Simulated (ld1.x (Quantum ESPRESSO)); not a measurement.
Pseudopotential generation for Nb (part 2 of 2)

Continued. System: niobium (Nb, Z = 41), core [Kr], reference valence 4d4 5s0.75 5p0 (an ion of charge +0.25), valence charge 5. Method: TM potential, PBEsol, scalar-relativistic, made with ld1.x (Quantum ESPRESSO) 7.5.

## Output of the test run (extracts), continued
```
     ---------------------- Testing the pseudopotential ----------------------

     Nb
     scalar relativistic calculation

     atomic number is 41.00   valence charge is  5.00
     dft =PBESOL   lsd =0 sic =0 latt =0  beta=0.20 tr2=1.0E-14
     mesh =1227 r(mesh) = 100.62774 xmin = -7.00 dx = 0.01250

     n l     nl             e AE (Ry)        e PS (Ry)    De AE-PS (Ry)
     3 2     4D   1( 3.00)       -1.40228       -1.41628        0.01400  !
     1 0     5S   1( 0.00)       -1.23580       -1.24040        0.00460
     2 1     5P   1( 0.00)       -0.88659       -0.88659        0.00000

     eps = 9.6E-15  iter =  7

     Etot =   -7633.477140 Ry,   -3816.738570 Ha, -103858.747435 eV
     Etotps =   -20.998886 Ry,     -10.499443 Ha,    -285.704395 eV
     dEtot_ae =       1.434501 Ry
     dEtot_ps =       1.439989 Ry,   Delta E=      -0.005488 Ry

     Ekin =      10.748112 Ry,       5.374056 Ha,     146.235508 eV
     Encl =     -20.319069 Ry,     -10.159535 Ha,    -276.455019 eV
     Ehrt =       4.382173 Ry,       2.191087 Ha,      59.622506 eV
     Ecxc =     -15.810102 Ry,      -7.905051 Ha,    -215.107389 eV
     (Ecc =     -12.548320 Ry,      -6.274160 Ha,    -170.728592 eV)

     ---------------------- End of pseudopotential test ----------------------

     ---------------------- Testing the pseudopotential ----------------------

     Nb
     scalar relativistic calculation

     atomic number is 41.00   valence charge is  5.00
     dft =PBESOL   lsd =0 sic =0 latt =0  beta=0.20 tr2=1.0E-14
     mesh =1227 r(mesh) = 100.62774 xmin = -7.00 dx = 0.01250

     n l     nl             e AE (Ry)        e PS (Ry)    De AE-PS (Ry)
     3 2     4D   1( 3.00)       -0.83966       -0.85000        0.01034  !
     1 0     5S   1( 1.00)       -0.77431       -0.77329       -0.00102
     2 1     5P   1( 0.00)       -0.47711       -0.47711        0.00000

     eps = 3.0E-15  iter = 19

     Etot =   -7634.479805 Ry,   -3817.239903 Ha, -103872.389382 eV
     Etotps =   -22.002915 Ry,     -11.001457 Ha,    -299.364907 eV
     dEtot_ae =       0.431836 Ry
     dEtot_ps =       0.435960 Ry,   Delta E=      -0.004123 Ry

     Ekin =      10.418349 Ry,       5.209174 Ha,     141.748856 eV
     Encl =     -23.148393 Ry,     -11.574197 Ha,    -314.949932 eV
     Ehrt =       6.418208 Ry,       3.209104 Ha,      87.324172 eV
     Ecxc =     -16.142780 Ry,      -8.071390 Ha,    -219.633712 eV
     (Ecc =     -12.548320 Ry,      -6.274160 Ha,    -170.728592 eV)
     Epseu=       0.451701 Ry,       0.225851 Ha,       6.145708 eV

     ---------------------- End of pseudopotential test ----------------------

     ---------------------- Testing the pseudopotential ----------------------

     Nb
     scalar relativistic calculation

     atomic number is 41.00   valence charge is  5.00
     dft =PBESOL   lsd =0 sic =0 latt =0  beta=0.20 tr2=1.0E-14
     mesh =1227 r(mesh) = 100.62774 xmin = -7.00 dx = 0.01250

     n l     nl             e AE (Ry)        e PS (Ry)    De AE-PS (Ry)
     3 2     4D   1( 1.00)       -3.18815       -3.28757        0.09941  !
     1 0     5S   1( 0.00)       -2.56199       -2.56199        0.00000
     2 1     5P   1( 0.00)       -2.07588       -2.07588        0.00000

     eps = 3.4E-15  iter =  8

     Etot =   -7628.952190 Ry,   -3814.476095 Ha, -103797.182353 eV
     Etotps =   -16.370871 Ry,      -8.185436 Ha,    -222.737053 eV
     dEtot_ae =       5.959451 Ry
     dEtot_ps =       6.068003 Ry,   Delta E=      -0.108552 Ry

     Ekin =       4.482789 Ry,       2.241395 Ha,      60.991454 eV
     Encl =      -7.639928 Ry,      -3.819964 Ha,    -103.946512 eV
     Ehrt =       0.558492 Ry,       0.279246 Ha,       7.598677 eV
     Ecxc =     -13.772225 Ry,      -6.886113 Ha,    -187.380672 eV
     (Ecc =     -12.548320 Ry,      -6.274160 Ha,    -170.728592 eV)

     ---------------------- End of pseudopotential test ----------------------

     ---------------------- Testing the pseudopotential ----------------------

     Nb
     scalar relativistic calculation

     atomic number is 41.00   valence charge is  5.00
     dft =PBESOL   lsd =0 sic =0 latt =0  beta=0.20 tr2=1.0E-14
     mesh =1227 r(mesh) = 100.62774 xmin = -7.00 dx = 0.01250

     n l     nl             e AE (Ry)        e PS (Ry)    De AE-PS (Ry)
     3 2     4D   1( 3.00)       -0.42647       -0.85000        0.42352  !
     1 0     5S   1( 1.00)       -0.40414       -0.77329        0.36916  !
     2 1     5P   1( 1.00)       -0.15294       -0.15294        0.00000

     eps = 4.7E-15  iter = 30

     Etot =   -7634.790504 Ry,   -3817.395252 Ha, -103876.616654 eV
     Etotps =   -22.155853 Ry,     -11.077927 Ha,    -301.445737 eV
     dEtot_ae =       0.121137 Ry
     dEtot_ps =       0.283021 Ry,   Delta E=      -0.161884 Ry

     Ekin =      10.265411 Ry,       5.132705 Ha,     139.668026 eV
     Encl =     -23.148393 Ry,     -11.574196 Ha,    -314.949929 eV
     Ehrt =       6.418208 Ry,       3.209104 Ha,      87.324170 eV
     Ecxc =     -16.142780 Ry,      -8.071390 Ha,    -219.633711 eV
     (Ecc =     -12.548320 Ry,      -6.274160 Ha,    -170.728592 eV)
     Epseu=       0.451701 Ry,       0.225851 Ha,       6.145707 eV

     ---------------------- End of pseudopotential test ----------------------

     ---------------------- Testing the pseudopotential ----------------------

     Nb
     scalar relativistic calculation

     atomic number is 41.00   valence charge is  5.00
     dft =PBESOL   lsd =0 sic =0 latt =0  beta=0.20 tr2=1.0E-14
     mesh =1227 r(mesh) = 100.62774 xmin = -7.00 dx = 0.01250

     n l     nl             e AE (Ry)        e PS (Ry)    De AE-PS (Ry)
     3 2     4D   1( 2.00)       -2.24627       -2.29511        0.04884  !
     1 0     5S   1( 0.00)       -1.86517       -2.12052        0.25535  !
     2 1     5P   1( 0.00)       -1.44550       -1.44550        0.00000

     eps = 9.1E-15  iter =  8

     Etot =   -7631.661960 Ry,   -3815.830980 Ha, -103834.050648 eV
     Etotps =   -19.153811 Ry,      -9.576905 Ha,    -260.600870 eV
     dEtot_ae =       3.249681 Ry
     dEtot_ps =       3.285064 Ry,   Delta E=      -0.035382 Ry

     Ekin =       8.091334 Ry,       4.045667 Ha,     110.088205 eV
     Encl =     -14.472279 Ry,      -7.236139 Ha,    -196.905383 eV
     Ehrt =       2.102259 Ry,       1.051129 Ha,      28.602690 eV
     Ecxc =     -14.875125 Ry,      -7.437562 Ha,    -202.386383 eV
     (Ecc =     -12.548320 Ry,      -6.274160 Ha,    -170.728592 eV)

     ---------------------- End of pseudopotential test ----------------------
```

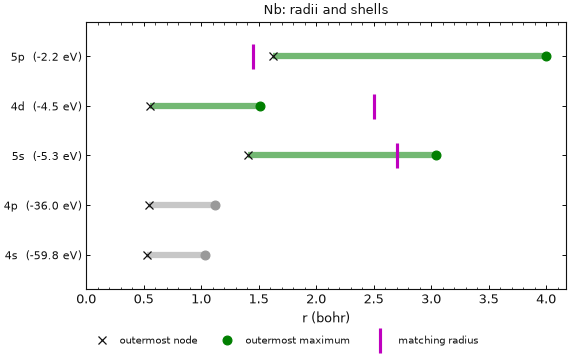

Outer shells of the all-electron reference atom: each bar runs from the outermost node (or the nucleus) to the outermost maximum of u(r); the tick is the radius chosen for the pseudo-wave. Shells without a tick have no pseudo-wave of their own. Levels, nodes and maxima are from ld1.x, scalar-relativistic.

- Radii against the shells: 5s: 2.70 bohr, between node and maximum; 4d: 2.50 bohr, outside the maximum; 5p: 1.45 bohr, inside the outermost node.

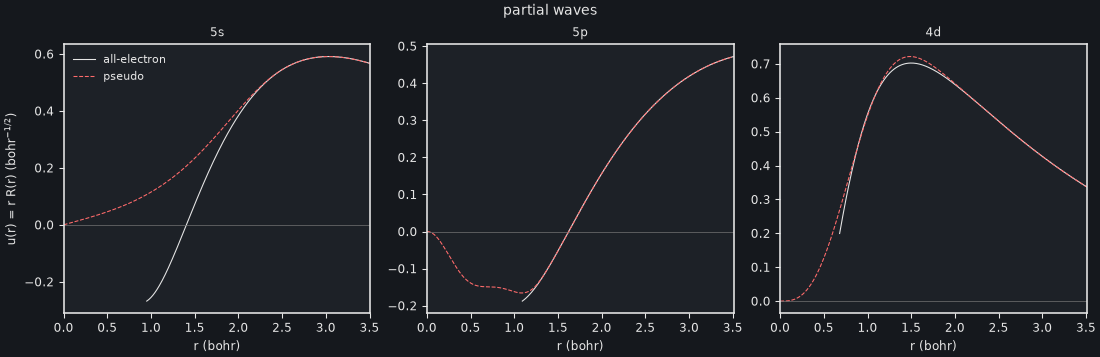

All-electron valence functions (solid) with their pseudo partners (dashed). The innermost oscillations of some all-electron curves aren't drawn. Reference configuration 4d4 5s0.75 5p0.

- Matching radii: 5s at 2.70 bohr; 5p at 1.45 bohr; 4d at 2.50 bohr. The curves merge smoothly, so the plot gives these only roughly.
- Nodes of the pseudo-waves: 5s has no node; 5p has a node at about 1.6 bohr; 4d has no node. The node in 5p is a flaw: the lowest valence state of a channel should be nodeless, and the radius lies inside the outermost all-electron node (5p 1.45 bohr against 1.62). The potential isn't sound: its ghost test gives ghost states below the valence levels: p at -3801.7 eV, s at -49.1 eV, p at -36.2 eV.

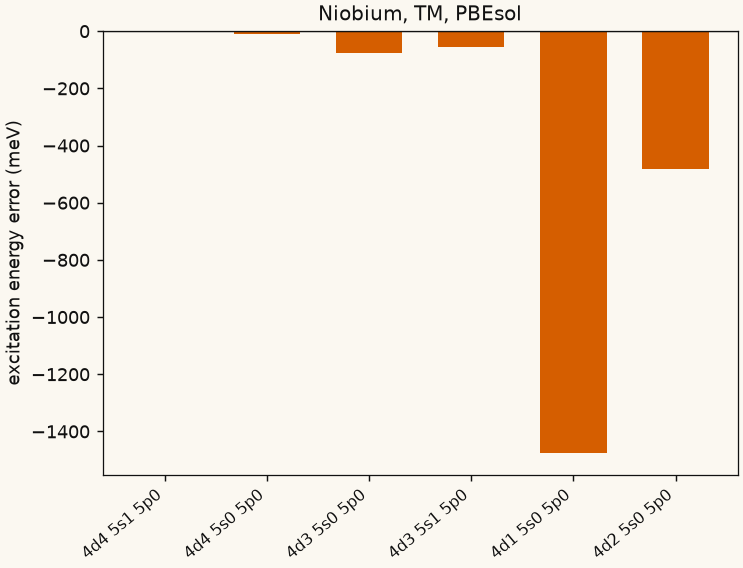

Errors, all-electron minus pseudo, of the energies of valence configurations relative to the unpolarised reference 4d4 5s0.75 5p0. Not all tests gave a result: 1 of 7 tests not solved.

- Worst configuration: 4d1 5s0 5p0 (charge +4): the error is -1477 meV on an all-electron energy of +81.08 eV relative to the reference, or 1.8 %.

Outcome of the run: generated, with a ghost state; ld1.x warns of wrong node counts.
